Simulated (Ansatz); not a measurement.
Input

```
crystal:
  lattice:
    - [0.0, 5.6747130444, 5.6747130444]
    - [5.6747130444, 0.0, 5.6747130444]
    - [5.6747130444, 5.6747130444, 0.0]
  atoms:
    - { symbol: Mg, position: [0.0, 0.0, 0.0] }
    - { symbol: Cd, position: [0.5, 0.5, 0.5] }
    - { symbol: C, position: [0.8003773945, 0.1996226055, 0.1996226055] }
    - { symbol: C, position: [0.1996226055, 0.8003773945, 0.1996226055] }
    - { symbol: C, position: [0.1996226055, 0.1996226055, 0.8003773945] }
    - { symbol: C, position: [0.1996226055, 0.8003773945, 0.8003773945] }
    - { symbol: C, position: [0.8003773945, 0.1996226055, 0.8003773945] }
    - { symbol: C, position: [0.8003773945, 0.8003773945, 0.1996226055] }
    - { symbol: "N", position: [0.6975400066, 0.3024599934, 0.3024599934] }
    - { symbol: "N", position: [0.3024599934, 0.6975400066, 0.3024599934] }
    - { symbol: "N", position: [0.3024599934, 0.3024599934, 0.6975400066] }
    - { symbol: "N", position: [0.3024599934, 0.6975400066, 0.6975400066] }
    - { symbol: "N", position: [0.6975400066, 0.3024599934, 0.6975400066] }
    - { symbol: "N", position: [0.6975400066, 0.6975400066, 0.3024599934] }
basis:
  ecutwfc: 420
kpoints:
  mp_grid: { grid: [6, 6, 6] }
hamiltonian:
  xc: pbe
scf:
  occupations: { method: gaussian, width: 0.1 }
output:
  forces: true
  stress: true
  eigenvalues: true
  write_density: true
  write_potential: true
  elf: true
  volumetric_format: npy
relax:
  adjacent_minimum: "off"
  f_tol: 0.01
  max_steps: 80
  cell: { stress_tol: 0.05 }
```

Launched as:

```sh
ansatz run input.yaml --threads 1 --pin off --max-ram 2560MiB --backend cpu --events-out ev --progress --plain --runs-dir out
```

Below, planes, directions and counts refer to the conventional cell (a = 11.39 Å, b = 11.39 Å, c = 11.39 Å, α = 90.00°, β = 90.00°, γ = 90.00°).

The fields are those of the run's last geometry, not of the input's.

Space group Fm-3m; a structure generated by program, which may or may not match a known phase.

Theory: Ansatz 0.2.0, DFT PBE, scalar-relativistic, plane waves, PAW.

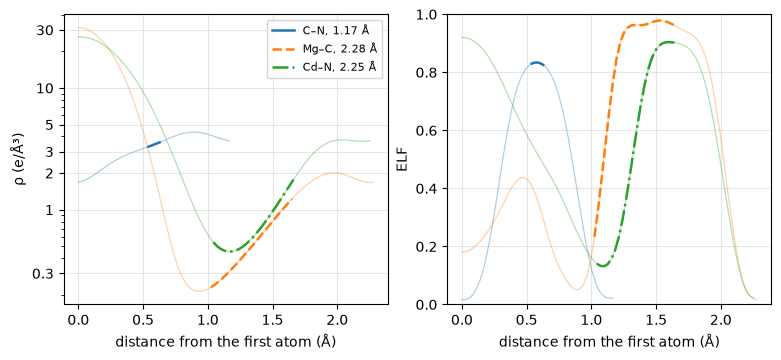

MgCdC₆N₆. Valence pseudo-density and electron localisation function along straight lines between neighbouring atoms. Thin, pale parts lie inside the atomic spheres.

The density is the valence pseudo-density of a PAW calculation; it isn't the true density close to the nuclei.

> What can be read from the curves?

C–N (1.17 Å): ρ is about 3.4 e/Å³ halfway; the ELF peaks at about 0.85 between the atoms.
Mg–C (2.28 Å): ρ at the midpoint is about 0.29 e/Å³; the ELF peaks at about 1 in the valence shell of C, 0.7 Å from its nucleus, and is about 0.65 at the midpoint.
Cd–N (2.25 Å): the density is about 0.46 e/Å³ at the midpoint; the ELF peaks at about 0.90 in the valence shell of N, 0.6 Å from its nucleus, and drops to about 0.15 between the two atoms; no shared electron pair shows on this line.
